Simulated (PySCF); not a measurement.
## Electronic structure of C₆H₁₀OSi in real space

```xyz
18

Si    2.6537    0.7645    0.2207
O     1.4281    0.1208    1.0644
C     0.1035   -0.0268    0.7324
C    -0.7198    1.1595    0.3921
C    -1.6294    0.8661   -0.5278
C    -1.5388   -0.5592   -0.9970
C    -0.4252   -1.1414   -0.1493
C    -0.6618   -1.1733    1.3358
H     2.4779    2.2064    0.0277
H     2.7840    0.1440   -1.1007
H     3.7449    0.4351    1.1233
H    -0.5540    2.1112    0.8635
H    -2.3735    1.5381   -0.9190
H    -2.4849   -1.0846   -0.8455
H    -1.3034   -0.6039   -2.0632
H     0.2351   -1.8766   -0.5828
H    -1.6571   -0.9878    1.7113
H    -0.0881   -1.8858    1.9080
```

Geometry: GFN2-xTB.

These are results of PySCF 2.14.0, CAM-B3LYP/def2-SVPD, SCF density, gas phase, not measurements.

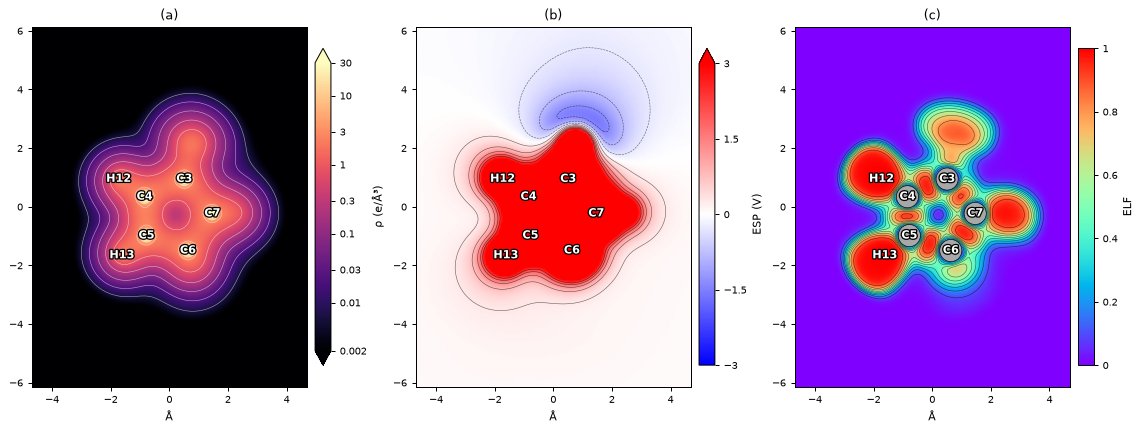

Figure 1. (a) total electron density; (b) electrostatic potential; (c) ELF on the plane of atoms C4, C5 and H13. Grey discs cover the atomic cores in the ELF map.

Describe what can be read from this map.

The section cuts through C and H sites.
C–C (1.33 Å): ρ at the midpoint is about 2.3 e/Å³; the ELF peaks at about 0.90 between the atoms: a short, multiple covalent bond.
C–H (1.07 Å): ρ at the midpoint is about 2 e/Å³; the ELF climbs to about 1 towards the hydrogen, as it does in any bond to H: an ordinary covalent bond to hydrogen.
C–C (1.48 Å): the density is about 1.8 e/Å³ at the midpoint; the ELF peaks at about 0.95 between the atoms (localised, covalent bonding).
The ELF also peaks beside O2, away from the bonds: lone-pair regions.
Outside the dense part of the molecule the potential is most negative (−1.6 V) near O2, which lies off the plane.

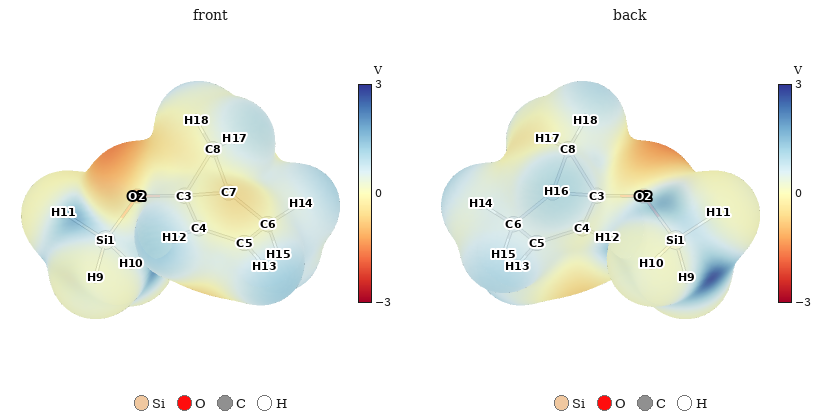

Figure 2. The electrostatic potential painted on the density surface at 0.004 e/bohr³, seen from the front and from behind; the colour scale runs from red (negative) to blue (positive).

Where is the surface potential most negative and most positive?

The most negative region (about −1.4 V) lies over O2, the most positive (about +2.3 V) over Si1. O2 is the likeliest acceptor of a hydrogen bond.

How polar is the molecule by this calculation?

Its dipole moment is 1.24 D.
